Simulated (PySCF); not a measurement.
**SiH2O (oxosilane): CISD/STO-3G**

What is the vertical ionisation energy of SiH2O (oxosilane) at CISD/STO-3G? The job is set up through a Python script.

The results are computed with PySCF 2.14.0.

18 further runs of the same task are left out: 8 that didn't finish, 10 set aside as unsound or not needed.

## 1. The structure to begin with

SiH2O: 4 atoms, total charge 0, spin state singlet. As SMILES, `O=[SiH2]`. Geometry: relaxed at PBE0-D4/def2-TZVP.

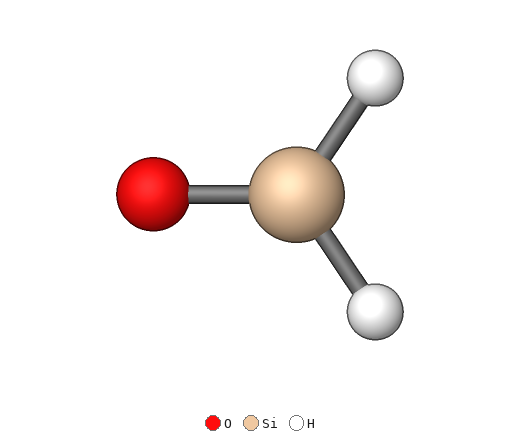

The structure, seen from a chosen angle (oxygen red, silicon light orange, hydrogen white).

## 2. The energy at CISD/STO-3G

The input, mol.xyz:

```xyz
4
H2OSi
O     -0.283200     0.413500     1.469500
Si    -0.006700     0.009800     0.034900
H      0.439900    -1.346000    -0.376200
H     -0.150000     0.922700    -1.128300
```

The input, calc.py:

```python
# O=[SiH2]
from pyscf import gto, ci

mol = gto.M(
    atom='mol.xyz',
    max_memory=1860,
    spin=0,
    verbose=3,
    basis='sto-3g',
)

hf = mol.RHF()
hf.conv_tol = 1e-10
hf.kernel()
if not hf.converged:
    hf = hf.newton().run(hf.mo_coeff, hf.mo_occ)

cisd = ci.CISD(hf, frozen=6)
cisd.kernel()
e_tot = cisd.e_tot
print('E = %.10f Eh' % e_tot)
```

The run is started by

```sh
OMP_NUM_THREADS=1 python calc.py
```

Output:

```text
converged SCF energy = -360.506586783617
E(RCISD) = -360.6397104867168  E_corr = -0.133123703099459
E = -360.6397104867 Eh
```

Wall time 0.54 s (1 thread of Arm Neoverse V2, shared host); peak memory 0.12 GiB.

## 3. The doublet cation

The input, job.py:

```python
from pyscf import gto, scf, ci

molecule = gto.M(
    atom='''
O       -0.283200       0.413500       1.469500
Si      -0.006700       0.009800       0.034900
H        0.439900      -1.346000      -0.376200
H       -0.150000       0.922700      -1.128300
''',
    max_memory=1860,
    charge=1,
    basis='sto-3g',
    spin=1,
    verbose=4,
)

myscf = scf.UHF(molecule)
myscf.conv_tol = 1e-10
myscf.kernel()
if not myscf.converged:
    myscf = myscf.newton().run(myscf.mo_coeff, myscf.mo_occ)

cisd = ci.CISD(myscf, frozen=6)
cisd.kernel()
e_tot = cisd.e_tot
print('E(%s) = %.9f' % ('CISD', e_tot))
```

The run is started by

```sh
OMP_NUM_THREADS=1 python job.py
```

Output:

```text
PySCF version 2.14.0

[INPUT] num. atoms = 4
[INPUT] num. electrons = 23
[INPUT] charge = 1
[INPUT] spin (= nelec alpha-beta = 2S) = 1
[INPUT] symmetry False subgroup None
[INPUT] Mole.unit = angstrom
[INPUT] Symbol           X                Y                Z      unit          X                Y                Z       unit  Magmom
[INPUT]  1 O     -0.283200000000   0.413500000000   1.469500000000 AA   -0.535170438477   0.781401752508   2.776952540048 Bohr   0.0
[INPUT]  2 Si    -0.006700000000   0.009800000000   0.034900000000 AA   -0.012661165035   0.018519316021   0.065951441747 Bohr   0.0
[INPUT]  3 H      0.439900000000  -1.346000000000  -0.376200000000 AA    0.831290522196  -2.543571363665  -0.710914968061 Bohr   0.0
[INPUT]  4 H     -0.150000000000   0.922700000000  -1.128300000000 AA   -0.283458918685   1.743650295136  -2.132177986347 Bohr   0.0

nuclear repulsion = 52.4847900192363
number of shells = 10
number of NR pGTOs = 48
number of NR cGTOs = 16
basis = sto-3g
ecp = {}

[... 77 lines left out ...]
converged SCF energy = -360.335355957108  <S^2> = 0.77076613  2S+1 = 2.0206594
[... 1 line left out ...]
******** <class 'pyscf.ci.ucisd.UCISD'> ********
CISD nocc = (np.int64(6), np.int64(5)), nmo = (10, 10)
frozen orbitals 6
max_cycle = 50
direct = 0
conv_tol = 1e-09
max_cycle = 50
max_space = 12
lindep = 0
nroots = 1
Init t2, MP2 energy = -0.0639596179905156
UCISD converged
E(UCISD) = -360.4217224120955  E_corr = -0.08636645498705947
E(CISD) = -360.421722412
```

It took 0.52 s on 1 thread of Arm Neoverse V2, shared host; peak memory 0.1 GiB.

## 4. Results

At CISD/STO-3G, 6 core orbitals frozen:

| quantity | value |
| --- | --- |
| singlet SiH2O: total energy | -360.63971 Eh |
| singlet SiH2O: dipole moment (Hartree–Fock density) | 2.23 D |
| singlet SiH2O: HOMO energy (Hartree–Fock orbitals) | -7.97 eV |
| singlet SiH2O: LUMO energy (Hartree–Fock orbitals) | 7.30 eV |
| singlet SiH2O: HOMO–LUMO gap (Hartree–Fock orbitals) | 15.28 eV |
| singlet SiH2O: correlation energy (6 core orbitals frozen) | -133.1 mEh |
| doublet cation: total energy | -360.42172 Eh |
| doublet cation: HOMO energy (Hartree–Fock orbitals) (highest over α and β) | -19.50 eV |
| doublet cation: LUMO energy (Hartree–Fock orbitals) (lowest over α and β) | -2.65 eV |
| doublet cation: correlation energy (6 core orbitals frozen) | -86.4 mEh |
| doublet cation: ⟨S²⟩ of the reference determinant | 0.771 |
| vertical ionisation energy (to the doublet cation) | 5.932 eV |

In words: The vertical ionisation energy comes to 5.93 eV (137 kcal/mol). In a minimal basis such a difference can be off by several eV, whatever the method. Mulliken charges (singlet SiH2O) of the mean-field density run from -0.46 on O1 to +0.76 on Si2; they depend strongly on the basis. Mulliken charges (doublet cation) of the mean-field density run from -0.16 on O1 to +1.11 on Si2; they depend strongly on the basis.
